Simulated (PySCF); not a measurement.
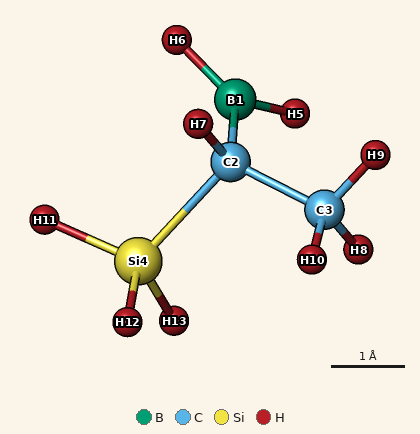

*The structure as given in the input (ball-and-stick view, seen at a tilt; atoms are numbered from 1 in the order of the input).*

Bond lengths as drawn: B–C 1.54 Å, B–H 1.17 Å, C–C 1.53 Å, C–H 1.09 Å, C–Si 1.93 Å and H–Si 1.46 to 1.47 Å.

# C2H9BSi: NMR shielding calculation

The run: NMR shielding calculation of C2H9BSi. Method and program: GIAO PBE0/pcSseg-1 NMR shielding, non-relativistic, gas phase (PySCF 2.14.0).

The geometry comes from this level: GFN2-xTB. It belongs to a series of runs on one base structure; here: constitutional isomer. Figures and captions count atoms from 1; the log counts them from 0 in places.

## Output
```
coarse grid: 10464 points
cycle   1  E = -395.5973533239  dE =  2.996e-03  |g| = 3.333e-01  |ddm| = 2.941e+00
cycle   2  E = -395.5878873536  dE =  9.466e-03  |g| = 3.866e-01  |ddm| = 6.405e-01
cycle   3  E = -395.6282339570  dE = -4.035e-02  |g| = 3.664e-02  |ddm| = 3.787e-01
cycle   4  E = -395.6285441725  dE = -3.102e-04  |g| = 1.415e-02  |ddm| = 4.746e-02
cycle   5  E = -395.6285983264  dE = -5.415e-05  |g| = 2.951e-03  |ddm| = 1.561e-02
cycle   6  E = -395.6286004971  dE = -2.171e-06  |g| = 6.109e-04  |ddm| = 3.142e-03
final grid: 93904 points
cycle   7  E = -395.6502809710  dE = -2.199e-05  |g| = 6.365e-03  |ddm| = 1.986e-02
cycle   8  E = -395.6502753902  dE =  5.581e-06  |g| = 7.867e-03  |ddm| = 1.213e-02
cycle   9  E = -395.6502917235  dE = -1.633e-05  |g| = 5.042e-04  |ddm| = 6.850e-03
cycle  10  E = -395.6502917848  dE = -6.133e-08  |g| = 1.348e-04  |ddm| = 4.985e-04
cycle  11  E = -395.6502917891  dE = -4.293e-09  |g| = 3.230e-05  |ddm| = 1.213e-04
cycle  12  E = -395.6502917894  dE = -2.565e-10  |g| = 8.271e-06  |ddm| = 4.285e-05
```

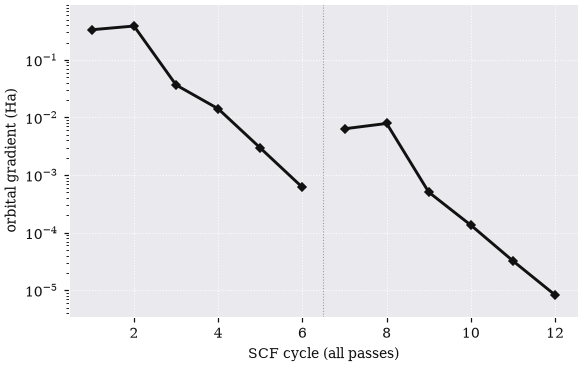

*Convergence of the self-consistent field: orbital gradient against the SCF cycle. The dotted line marks the change from a coarse to the final integration grid.*

The first 6 cycles use a coarse grid, the final grid takes over at cycle 7, and the field converges after 12 cycles in all.

```
converged SCF energy = -395.6502917894

GIAO shielding tensors (ppm)
atom      isotropic    diamagn.    paramagn.     s11        s22        s33       span
  0 B       17.248     193.371    -176.124    -61.849    -13.116    126.708    188.557
  1 C      151.116     254.859    -103.743    109.840    156.695    186.814     76.974
  2 C      168.363     246.936     -78.572    150.805    167.930    186.355     35.551
  3 Si     429.659     880.332    -450.672    402.234    407.986    478.758     76.524
  4 H       24.218      30.508      -6.290     16.238     27.824     28.592     12.354
  5 H       24.145      30.297      -6.152     17.023     26.823     28.589     11.566
  6 H       29.207      32.263      -3.056     24.657     28.813     34.150      9.493
  7 H       30.167      30.743      -0.576     26.576     28.279     35.644      9.068
  8 H       29.881      29.597       0.284     25.258     27.349     37.037     11.779
  9 H       30.366      30.384      -0.018     25.696     28.977     36.424     10.728
 10 H       27.875      29.341      -1.466     24.289     25.682     33.654      9.365
 11 H       27.853      29.495      -1.642     25.119     25.944     32.495      7.376
 12 H       28.167      29.551      -1.384     24.799     26.487     33.214      8.415
```

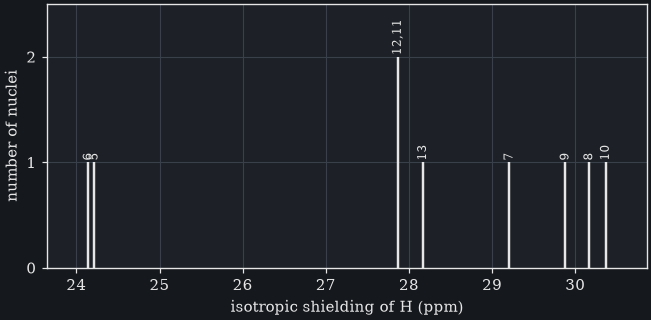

*Isotropic shieldings of the hydrogen nuclei in this fixed geometry, labelled by atom number; shielding grows to the right, so chemical shift grows to the left.*

The least shielded is H6 (24.1 ppm), the most shielded H10 (30.4 ppm).

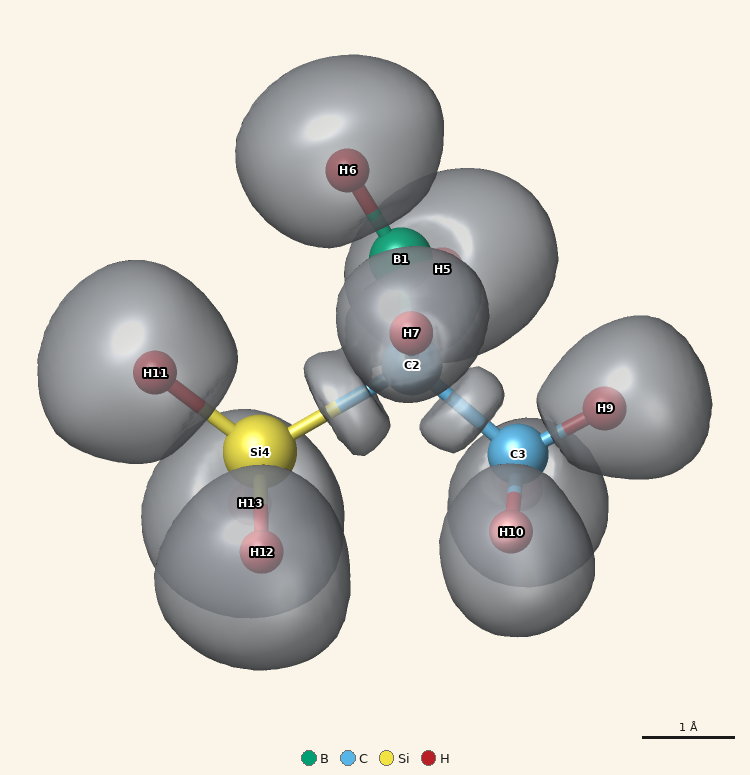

*Isosurface of the ELF at 0.75 (grey), seen at a tilt. Only the valence region is drawn (cores and ρ < 0.01 e/Å³ removed).*

Along the contacts the grid gives the following. C–C (1.53 Å): the ELF peaks at about 0.95 between the atoms, which marks localised, shared-pair bonding. C–B (1.54 Å): the ELF peaks at about 0.95 between the atoms (a covalent bond).

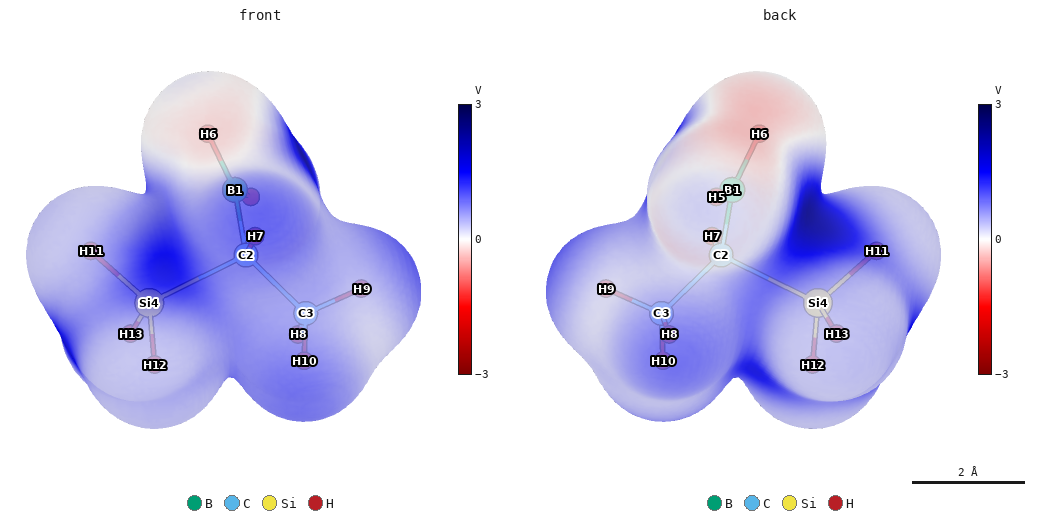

*The electrostatic potential painted on the density surface at 0.004 e/bohr³, seen at a tilt and from behind; red is negative and blue positive.*

Its dipole moment is 0.82 D.

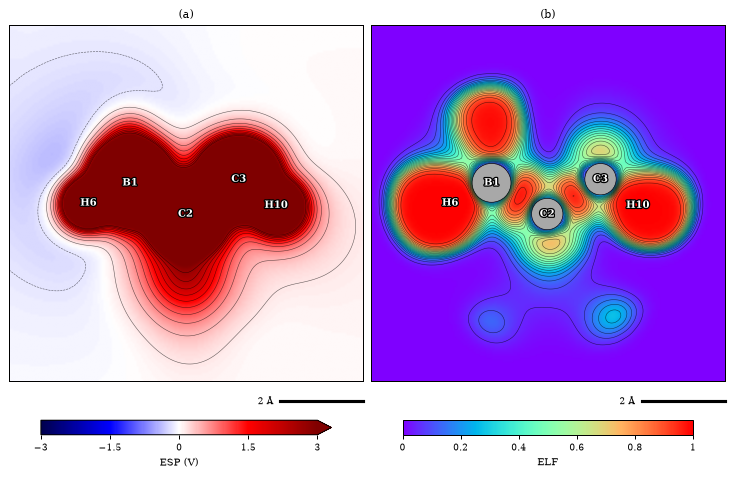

*(a) electrostatic potential; (b) electron localisation function on the plane of atoms C2, C3 and H10. Grey discs, where drawn, cover atomic cores.*

C–C (1.53 Å): the ELF peaks at about 0.95 between the atoms, which marks a shared electron pair. C–B (1.54 Å): the ELF peaks at about 0.95 between the atoms, which marks a covalent bond.

This output came from the following input.

## Input
```
{"job": {"kind": "nmr", "xc": "PBE0", "basis": "pcSseg-1"}, "charge": 0, "multiplicity": 1}
B     -0.423134     1.575571    -0.238301
C     -0.295433     0.051904    -0.457537
C     -1.211417    -0.856102     0.365271
Si     1.540319    -0.310392     0.011421
H     -0.827717     1.998825     0.775994
H     -0.069127     2.321092    -1.069893
H     -0.375435    -0.234054    -1.510796
H     -1.145955    -0.614082     1.423765
H     -2.247980    -0.726268     0.055649
H     -0.955293    -1.908097     0.238889
H      2.466666     0.457567    -0.821138
H      1.754573    -1.744058    -0.215460
H      1.785543    -0.011419     1.424408
```

The first line tells a small driver script what to run in PySCF; the rest is the geometry in Å.

Command:
```bash
OMP_NUM_THREADS=1 python <driver script> task.json out
```

## Results in brief

```csv
quantity,value
outcome,converged
total energy,−395.650292 hartree
HOMO,−8.35 eV
LUMO,−1.36 eV
dipole moment,0.82 D
"isotropic shielding, B",17.2 ppm
"isotropic shielding, C",151.1 to 168.4 ppm
"isotropic shielding, Si",429.7 ppm
"isotropic shielding, H",24.1 to 30.4 ppm
hardware,"1 CPU thread, shared host"
wall time,15 s
peak memory,0.56 GiB
```
